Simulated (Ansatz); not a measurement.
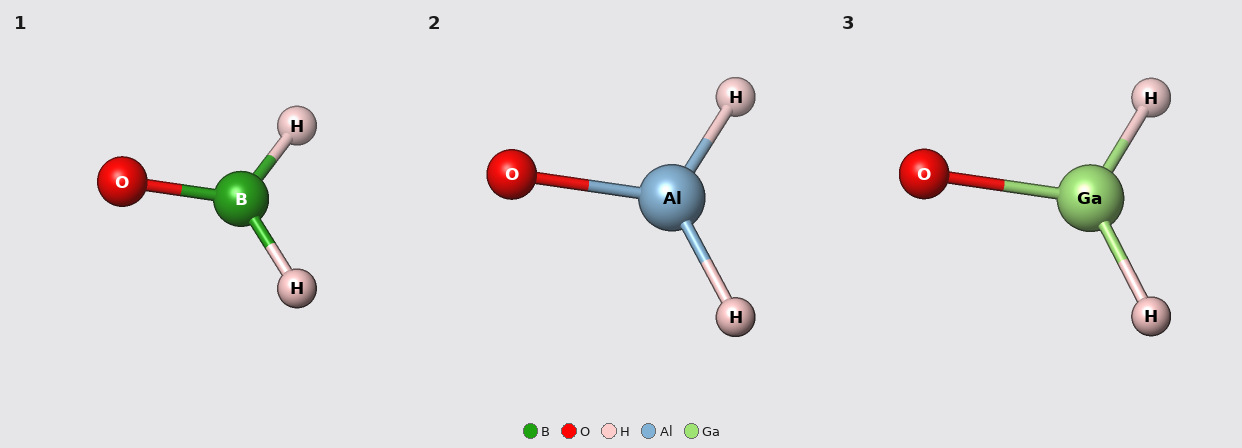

3 molecules with one skeleton, seen from the same side and at one scale. State: neutral, doublet. Computed geometries: PBE0-D4/def2-TZVP optimisations, one conformation each. Properties computed with Ansatz 0.2.0.

One atom differs, called X below: B in panel 1, Al in panel 2, Ga in panel 3. Their formulas are BH2O (`B[O]`), AlH2O (`[O][AlH2]`), GaH2O (`[O][GaH2]`).

Question: Rank them by the length of X–O, lowest first (PBE0-D4/def2-TZVP).

Answer: 1 (B), 2 (Al), 3 (Ga).

Question: Rank them by the angle H–X–H, lowest first (PBE0-D4/def2-TZVP).

Answer: 1 (B), 2 (Al), 3 (Ga).

Give the values. With PBE0-D4/def2-TZVP: mean length of X–H (Å), length of X–O (Å), angle H–X–H (°), dipole moment (D), harmonic zero-point energy (kJ/mol).

| quantity | 1 (B) | 2 (Al) | 3 (Ga) |
| --- | --- | --- | --- |
| mean length of X–H (Å) | 1.211 | 1.578 | 1.556 |
| length of X–O (Å) | 1.281 | 1.727 | 1.794 |
| angle H–X–H (°) | 120.2 | 128.3 | 130.2 |
| dipole moment (D) | 1.47 | 1.73 | 2.03 |
| harmonic zero-point energy (kJ/mol) | 52.7 | 38.4 | 38.3 |
